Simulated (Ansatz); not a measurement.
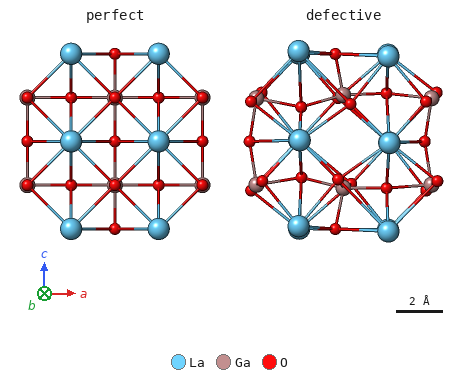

Left: perfect LaGaO$_{3}$. Right: the same region with one point defect, after relaxing the atoms in a supercell of 40 sites. A ball-and-stick model of the atoms within 5.4 Å of one point, in a slice 4.2 Å thick across the line of sight, seen along the b axis.

The calculation used DFT, PBEsol, PAW, plane waves in Ansatz. Settings: plane-wave cutoff 420 eV; k-point mesh 1 × 1 × 1; mesh shifted by (0.25, 0.25, 0.25); no spin polarisation. Fermi-Dirac smearing of 0.01 eV. A uniform background neutralises the charged cell. The axes drawn are those of the host's conventional cell.

Q: Which defect is it?

A: An oxygen atom is taken out (a vacancy).

The charge state of the cell is +2.

Q: What does the relaxation do around it?

A: Around the empty O site the host had 2 Ga at 1.93 Å; after relaxation the nearest atoms are 2 Ga at 2.05 to 2.06 Å, 1 O at 2.43 Å. Of the host's atoms, an oxygen atom moves furthest from its site, by 0.45 Å.

Limits of the set-up: the periodic images lie only 7.7 Å apart, so the values are limited by the cell's size; the cell is charged, on a uniform background, and energies carry no finite-size correction.
